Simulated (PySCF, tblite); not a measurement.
**C₅H₂F₆: dynamics, then NMR shifts on frames**

How do NMR shifts of C₅H₂F₆ (`C#CC(C(F)(F)F)C(F)(F)F`) change as the atoms move?

Computed with tblite 0.8.0 and PySCF 2.14.0, with density-fitted response routines of our own, on a single molecule in the gas phase. Atoms are numbered from 0 throughout.

**1. The molecule as given**

13 atoms, charge 0, multiplicity 1; geometry from: GFN2-xTB.

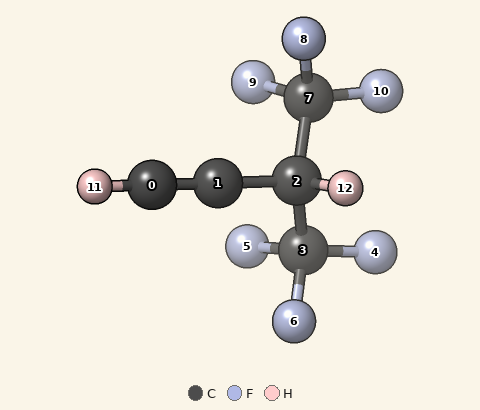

The starting geometry (carbon dark grey, fluorine light blue, hydrogen pink), atoms numbered.

**2. Thermal motion with GFN2-xTB**

Job settings and geometry (Å):

```
{"job": {"kind": "md", "xc": "GFN2-xTB", "basis": "xTB", "temperature": 300, "steps": 2000, "every": 50, "frames": 5}, "charge": 0, "multiplicity": 1}
C      2.497889     0.109063    -0.082726
C      1.318666     0.119128    -0.276790
C     -0.124052     0.116465    -0.455734
C     -0.672972    -1.292972    -0.182604
F     -1.993267    -1.363718    -0.371447
F     -0.424582    -1.716071     1.055123
F     -0.117484    -2.175543    -1.020919
C     -0.759066     1.165161     0.471423
F     -0.275280     2.381103     0.192768
F     -0.519146     0.933122     1.760319
F     -2.083917     1.235311     0.316979
H      3.536952     0.107201     0.063717
H     -0.388129     0.382235    -1.487838
```

Method: GFN2-xTB Langevin dynamics, gas phase.

Started as:

```
> OMP_NUM_THREADS=1 python probes_run.py task.json out
```

One launch serves the whole session: the jobs run in the order shown.

The log of the run:

```text
t/fs     T/K      E/eV
    0.0   250.0  -1090.11820
   25.0   196.7  -1089.86292
   50.0   207.6  -1089.78689
   75.0   133.3  -1089.85834
  100.0   122.8  -1089.88548
  125.0   171.8  -1089.79344
  150.0   244.0  -1089.86003
  175.0   198.6  -1089.68296
  200.0   235.2  -1089.77799
  225.0   193.4  -1089.74745
  250.0   277.1  -1089.74553
  275.0   272.2  -1089.69986
  300.0   274.2  -1089.83769
  325.0   255.5  -1089.76140
  350.0   252.7  -1089.68702
  375.0   396.9  -1089.88637
  400.0   293.0  -1089.70009
  425.0   311.8  -1089.76511
  450.0   182.8  -1089.56180
  475.0   223.6  -1089.71885
  500.0   310.1  -1089.76311
  525.0   293.0  -1089.62680
  550.0   352.2  -1089.75318
  575.0   357.3  -1089.70472
  600.0   289.4  -1089.66088
  625.0   317.9  -1089.79746
  650.0   225.5  -1089.80706
  675.0   166.0  -1089.85008
  700.0   235.4  -1089.82568
  725.0   239.9  -1089.69764
  750.0   234.2  -1089.79324
  775.0   145.9  -1089.77716
  800.0   191.7  -1089.80386
  825.0   161.5  -1089.78077
  850.0   167.2  -1089.78792
  875.0   217.7  -1089.83896
  900.0   233.3  -1089.82313
  925.0   216.1  -1089.86981
  950.0   214.2  -1089.86460
  975.0   203.5  -1089.88117
 1000.0   273.6  -1089.81441
```

Wall time 7.4 s (1 thread of AMD EPYC 9B45, shared host); peak memory 0.18 GiB.

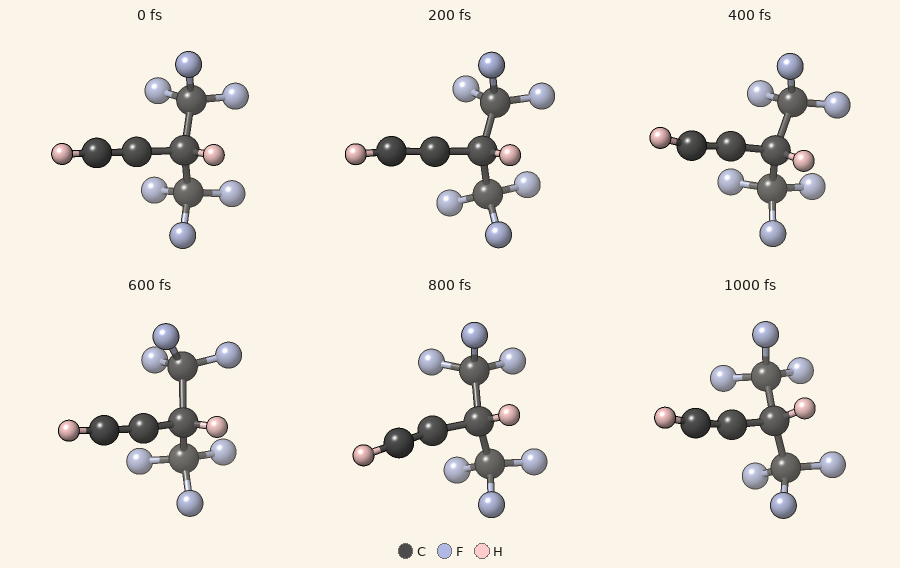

Frames of the run.

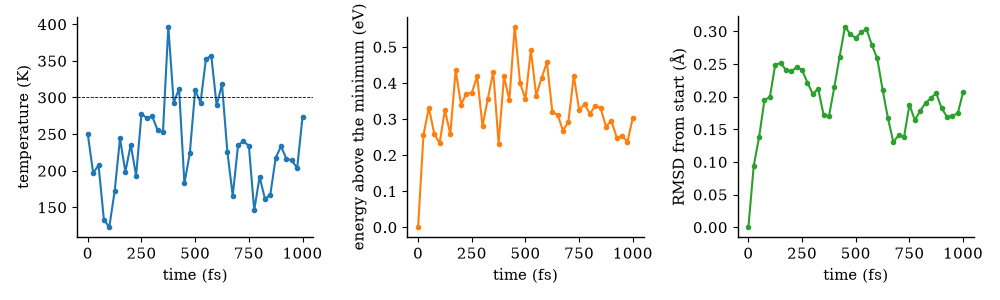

Temperature, potential energy and distance from the start.

Positions (Å) and forces (eV/Å) at 1000 fs:

```xyz
13

C     1.288   -0.073    0.086    0.616    0.167    0.069
C     0.114   -0.200    0.034    0.403   -0.157   -0.253
C    -1.292   -0.219    0.068   -1.378    0.567    0.099
C    -1.878   -1.633   -0.002   -1.410    1.297    0.077
F    -3.250   -1.569   -0.224    1.301   -0.242    0.037
F    -1.689   -2.313    1.090   -0.080   -0.521    1.166
F    -1.315   -2.307   -0.956    0.168   -0.672   -1.332
C    -1.681    0.556    1.314   -0.081   -0.132    1.344
F    -1.372    1.859    1.212    0.083   -0.352   -0.074
F    -1.071    0.085    2.422   -0.004    0.254   -0.271
F    -2.979    0.499    1.579   -0.441    0.052   -0.059
H     2.287    0.149    0.143    1.086   -0.032   -0.011
H    -1.690    0.436   -0.702   -0.264   -0.230   -0.790
```

**3. NMR shieldings: 250 fs, PBE0/pcSseg-1**

Job settings and geometry (Å):

```
{"job": {"kind": "nmr", "xc": "PBE0", "basis": "pcSseg-1", "pop": false}, "charge": 0, "multiplicity": 1}
C      2.269100     0.226500     0.219500
C      1.065700     0.214200     0.130000
C     -0.355900     0.162500    -0.255200
C     -0.870800    -1.315900    -0.037700
F     -2.209500    -1.472300     0.077800
F     -0.241800    -1.901300     0.973100
F     -0.547700    -2.049800    -1.147000
C     -1.068800     1.260300     0.531700
F     -0.597700     2.399600     0.102900
F     -0.936400     1.145900     1.863900
F     -2.414400     1.218200     0.220300
H      3.294100     0.268700     0.308400
H     -0.504500     0.349800    -1.396700
```

With the program's defaults for keys left out, this is: GIAO PBE0/pcSseg-1 NMR shielding, non-relativistic, gas phase.

The log of the run:

```text
coarse grid: 13192 points
cycle   1  E = -789.4789874146  dE =  1.890e+00  |g| = 1.286e+00  |ddm| = 3.477e+00
cycle   2  E = -789.0545930833  dE =  4.244e-01  |g| = 2.109e+00  |ddm| = 2.278e+00
cycle   3  E = -789.7547785782  dE = -7.002e-01  |g| = 2.275e-01  |ddm| = 1.493e+00
cycle   4  E = -789.7622970829  dE = -7.519e-03  |g| = 1.477e-01  |ddm| = 2.465e-01
cycle   5  E = -789.7674777885  dE = -5.181e-03  |g| = 2.537e-02  |ddm| = 1.027e-01
cycle   6  E = -789.7676090133  dE = -1.312e-04  |g| = 4.527e-03  |ddm| = 2.406e-02
cycle   7  E = -789.7676127255  dE = -3.712e-06  |g| = 1.490e-03  |ddm| = 4.028e-03
final grid: 136408 points
cycle   8  E = -789.8731393682  dE = -6.442e-05  |g| = 7.806e-03  |ddm| = 4.628e-02
cycle   9  E = -789.8731283182  dE =  1.105e-05  |g| = 1.176e-02  |ddm| = 1.385e-02
cycle  10  E = -789.8731500968  dE = -2.178e-05  |g| = 1.285e-03  |ddm| = 7.913e-03
cycle  11  E = -789.8731503073  dE = -2.106e-07  |g| = 8.682e-04  |ddm| = 1.463e-03
cycle  12  E = -789.8731504894  dE = -1.821e-07  |g| = 1.518e-04  |ddm| = 6.208e-04
cycle  13  E = -789.8731504945  dE = -5.085e-09  |g| = 3.079e-05  |ddm| = 1.533e-04
cycle  14  E = -789.8731504946  dE = -1.348e-10  |g| = 1.184e-05  |ddm| = 2.765e-05
converged SCF energy = -789.8731504946

GIAO shielding tensors (ppm)
atom      isotropic    diamagn.    paramagn.     s11        s22        s33       span
  0 C       97.256     255.583    -158.327     18.418     24.373    248.978    230.560
  1 C      109.212     267.571    -158.359     11.864     20.929    294.843    282.979
  2 C      128.929     243.194    -114.265    116.429    127.479    142.880     26.450
  3 C       50.502     239.499    -188.997     45.744     50.042     55.720      9.976
  4 F      243.573     470.233    -226.660    159.884    241.267    329.567    169.684
  5 F      244.152     472.591    -228.439    171.340    248.698    312.419    141.078
  6 F      218.128     472.515    -254.386    132.980    180.666    340.739    207.759
  7 C       54.273     242.797    -188.524     47.823     54.741     60.254     12.431
  8 F      249.865     470.453    -220.588    185.969    251.021    312.604    126.634
  9 F      255.648     472.047    -216.399    177.428    253.901    335.616    158.188
 10 F      234.312     471.719    -237.408    136.388    222.125    344.422    208.033
 11 H       30.231      33.932      -3.701     24.808     25.047     40.837     16.029
 12 H       25.941      26.649      -0.708     23.774     25.068     28.982      5.207
```

Run time: 16 s. Hardware: 1 thread of AMD EPYC 9B45, shared host; peak memory 0.86 GiB.

The references, computed at this level on geometries of the same kind, shield at (ppm): 1H TMS 31.72, 13C TMS 186.9, 19F CFCl3 170.9. Their shielding less the atom's gives the shift. The references are single molecules in the gas phase, so shifts against H2O, NH3, PH3, H3PO4 or CFCl3 are not on the usual liquid scales and can be off by tens of ppm. Each atom is listed at this fixed geometry, with no averaging over motion; a spectrum would average atoms that exchange fast.

| atoms | environment | σ (ppm) | δ (ppm) |
| --- | --- | --- | --- |
| C3 | CF3 carbon | 50.5 | 136.4 |
| C7 | CF3 carbon | 54.3 | 132.7 |
| C0 | terminal alkyne carbon | 97.3 | 89.7 |
| C1 | alkyne carbon | 109.2 | 77.7 |
| C2 | propargylic sp3 CH | 128.9 | 58.0 |
| H12 | hydrogen on a propargylic sp3 CH | 25.94 | 5.78 |
| H11 | hydrogen on a terminal alkyne carbon | 30.23 | 1.49 |
| F6 | fluorine of a CF3 group | 218.1 | -47.2 |
| F10 | fluorine of a CF3 group | 234.3 | -63.4 |
| F4 | fluorine of a CF3 group | 243.6 | -72.6 |
| F5 | fluorine of a CF3 group | 244.2 | -73.2 |
| F8 | fluorine of a CF3 group | 249.9 | -78.9 |
| F9 | fluorine of a CF3 group | 255.6 | -84.7 |

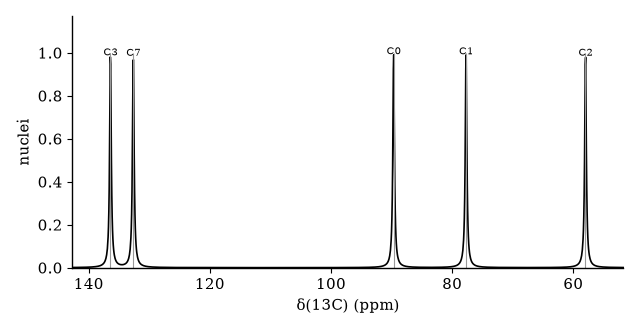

13C lines at the computed shifts, without couplings. Lines are broadened to a width of 0.31 ppm (Lorentzian).

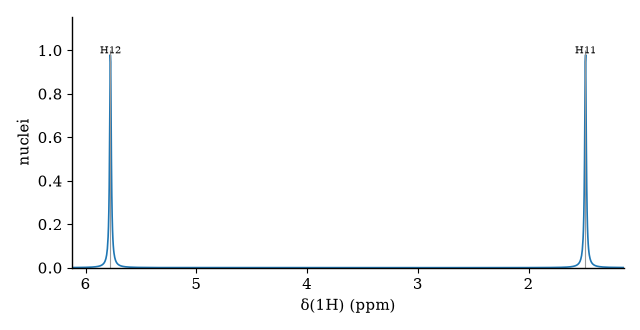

1H lines at the computed shifts, without couplings. Lines are broadened to a width of 0.02 ppm (Lorentzian).

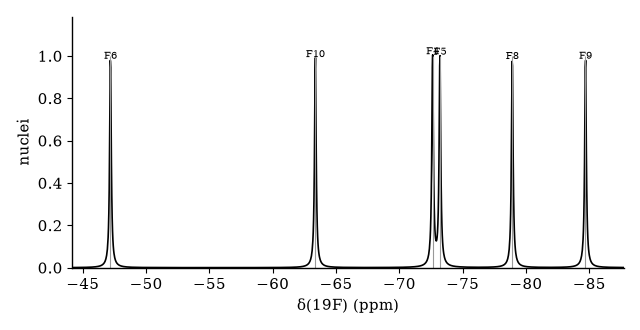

19F lines at the computed shifts, without couplings. Lines are broadened to a width of 0.15 ppm (Lorentzian).

**4. NMR shieldings: 425 fs, PBE0/pcSseg-1**

Job settings and geometry (Å):

```
{"job": {"kind": "nmr", "xc": "PBE0", "basis": "pcSseg-1", "pop": false}, "charge": 0, "multiplicity": 1}
C      2.078600     0.182200    -0.049400
C      0.902300    -0.025300     0.039600
C     -0.516100    -0.155100    -0.165000
C     -1.037900    -1.500900     0.343100
F     -2.341300    -1.472100     0.481600
F     -0.522800    -1.747300     1.525600
F     -0.762600    -2.511000    -0.491800
C     -1.379600     0.928200     0.586900
F     -0.872700     2.099800     0.476800
F     -1.431800     0.734100     1.895600
F     -2.661600     0.883300     0.163600
H      3.117900     0.113700     0.071800
H     -0.739100    -0.056200    -1.196500
```

With the program's defaults for keys left out, this is: GIAO PBE0/pcSseg-1 NMR shielding, non-relativistic, gas phase.

The log of the run:

```text
coarse grid: 13192 points
cycle   1  E = -789.5016939111  dE =  2.228e+00  |g| = 1.262e+00  |ddm| = 3.510e+00
cycle   2  E = -789.1709421860  dE =  3.308e-01  |g| = 1.954e+00  |ddm| = 2.137e+00
cycle   3  E = -789.7603363724  dE = -5.894e-01  |g| = 2.098e-01  |ddm| = 1.361e+00
cycle   4  E = -789.7668346375  dE = -6.498e-03  |g| = 1.347e-01  |ddm| = 2.308e-01
cycle   5  E = -789.7711441083  dE = -4.309e-03  |g| = 2.310e-02  |ddm| = 9.438e-02
cycle   6  E = -789.7712502003  dE = -1.061e-04  |g| = 4.639e-03  |ddm| = 2.290e-02
cycle   7  E = -789.7712539711  dE = -3.771e-06  |g| = 1.369e-03  |ddm| = 4.123e-03
final grid: 136408 points
cycle   8  E = -789.8727863412  dE = -5.972e-05  |g| = 6.620e-03  |ddm| = 3.783e-02
cycle   9  E = -789.8727796547  dE =  6.687e-06  |g| = 9.504e-03  |ddm| = 1.148e-02
cycle  10  E = -789.8727942080  dE = -1.455e-05  |g| = 1.334e-03  |ddm| = 6.271e-03
cycle  11  E = -789.8727945070  dE = -2.990e-07  |g| = 7.010e-04  |ddm| = 1.380e-03
cycle  12  E = -789.8727946234  dE = -1.164e-07  |g| = 1.449e-04  |ddm| = 5.295e-04
cycle  13  E = -789.8727946277  dE = -4.296e-09  |g| = 2.736e-05  |ddm| = 1.372e-04
cycle  14  E = -789.8727946278  dE = -1.135e-10  |g| = 9.273e-06  |ddm| = 2.604e-05
converged SCF energy = -789.8727946278

GIAO shielding tensors (ppm)
atom      isotropic    diamagn.    paramagn.     s11        s22        s33       span
  0 C       98.844     261.327    -162.483     18.634     24.691    253.205    234.570
  1 C      107.949     264.235    -156.287     10.722     19.539    293.585    282.863
  2 C      140.118     245.351    -105.233    125.417    142.061    152.875     27.458
  3 C       59.452     242.493    -183.041     53.359     59.572     65.424     12.065
  4 F      258.327     470.630    -212.303    194.309    268.727    311.946    117.637
  5 F      259.252     472.835    -213.583    190.396    265.286    322.073    131.677
  6 F      251.121     471.410    -220.288    172.334    235.011    346.019    173.685
  7 C       58.064     241.504    -183.441     51.296     58.706     64.189     12.893
  8 F      264.429     471.660    -207.232    203.178    278.082    312.026    108.848
  9 F      255.718     472.831    -217.114    183.877    252.039    331.237    147.361
 10 F      239.173     471.610    -232.437    160.897    222.274    334.348    173.451
 11 H       29.646      32.094      -2.447     24.343     24.480     40.116     15.773
 12 H       28.771      29.411      -0.640     26.016     28.404     31.894      5.878
```

Wall time 16 s (1 thread of AMD EPYC 9B45, shared host); peak memory 0.94 GiB.

In short: δ C7 128.9, C3 127.5, C0 88.1, C1 79.0, H12 2.95, H11 2.07 ppm.

(Part 1 of 2 ends here.)
